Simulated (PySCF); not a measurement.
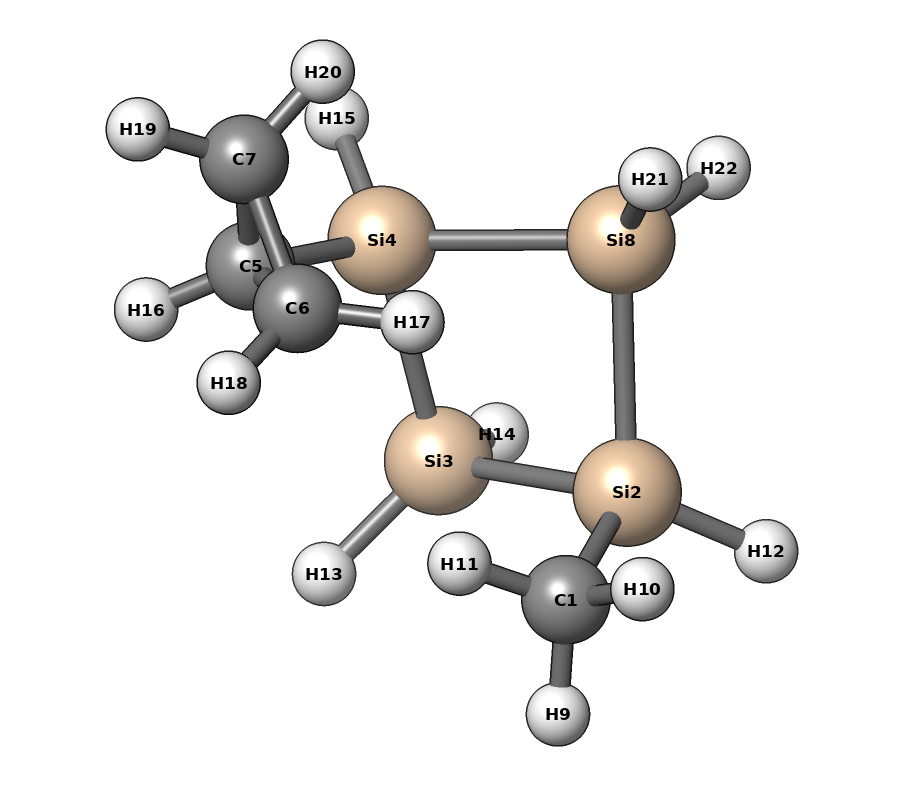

The computed structure is the end point of a PBE0-D3(BJ)/def2-SVP optimisation. No frequency run is at hand to confirm it as a minimum. Properties computed with delta-SCF UKS SCAN, pcX-2 on the ionised atom, pcseg-1 elsewhere, spin-free X2C (PySCF 2.14.0).

Give the core-electron binding energies (to vacuum; p and d levels without spin–orbit splitting) of C1 1s, Si2 1s, Si2 2p, Si3 1s, Si3 2p, Si4 1s, Si4 2p, C5 1s, C6 1s.

| atom | level | binding energy (eV) |
| --- | --- | --- |
| C1 | 1s | 290.0 |
| Si2 | 1s | 1845.4 |
| Si2 | 2p | 105.9 |
| Si3 | 1s | 1845.3 |
| Si3 | 2p | 105.8 |
| Si4 | 1s | 1845.3 |
| Si4 | 2p | 105.8 |
| C5 | 1s | 290.1 |
| C6 | 1s | 290.6 |
